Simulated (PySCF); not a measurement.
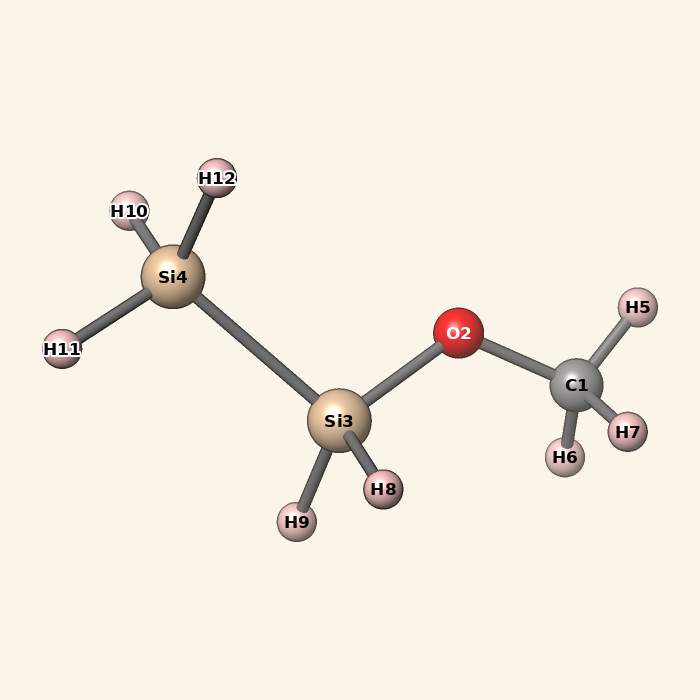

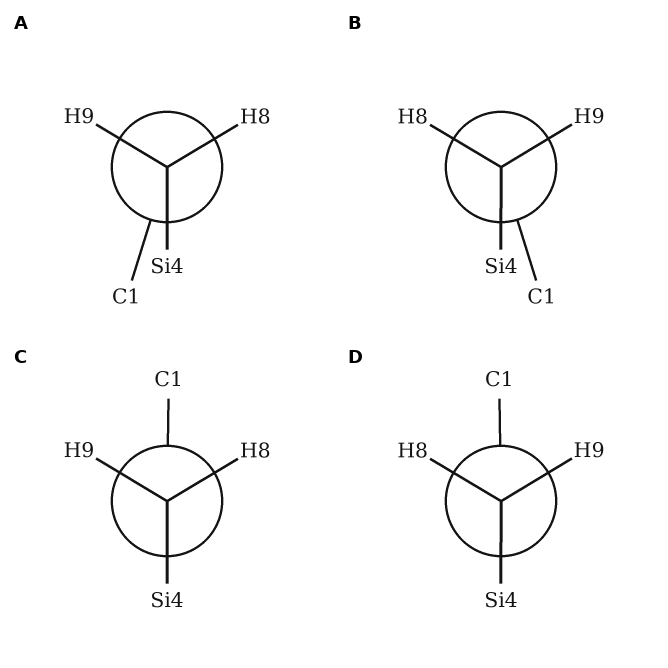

Distant atoms are faded towards the background colour. Bonds that would overlap in a projection are set slightly apart. The computed structure is the end point of a PBE0-D3(BJ)/def2-SVP optimisation. No frequency run is at hand to confirm it as a minimum.

> Which Newman projection shows the view along Si3–O2, with Si3 in front?

D. The torsion angle Si4–Si3–O2–C1 is 179°, antiperiplanar (anti).
